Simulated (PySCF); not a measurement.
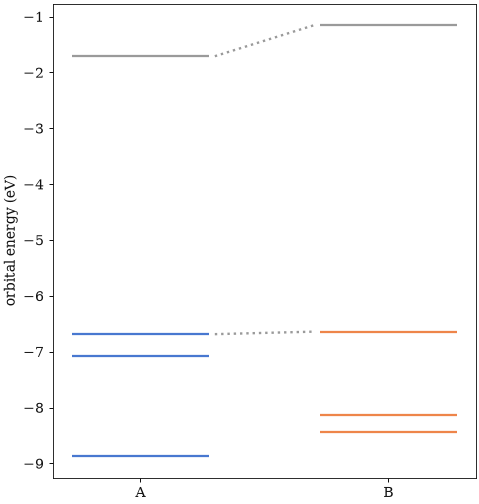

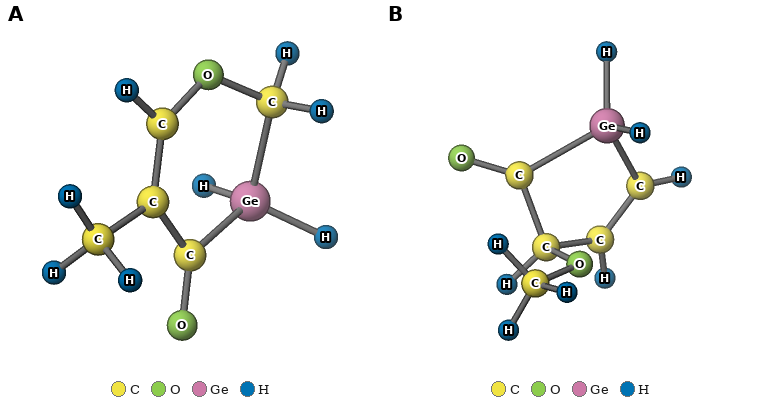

Related molecules: A is C₅H₈GeO₂, SMILES CC1=CO[CH2][GeH2][C]1=O, singlet; B is C₅H₈GeO₂, SMILES CO[C@@H]1C=[CH][GeH2][C]1=O, singlet. Frontier orbital energies, PBE0/def2-SVPD in PySCF, at a GFN2-xTB geometry (no frequency check); drawn are at most three filled levels and, in grey, the LUMO with any level within 0.03 eV of it; dotted lines join the HOMOs and the LUMOs.

> What does the change do to the frontier levels?

From A to B the HOMO hardly moves and the LUMO rises by 0.55 eV, so the separation goes from 4.98 to 5.49 eV.

Limits of at least one run: one conformer of a flexible molecule; the tight-binding geometry is rougher than a DFT one and adds to the error.
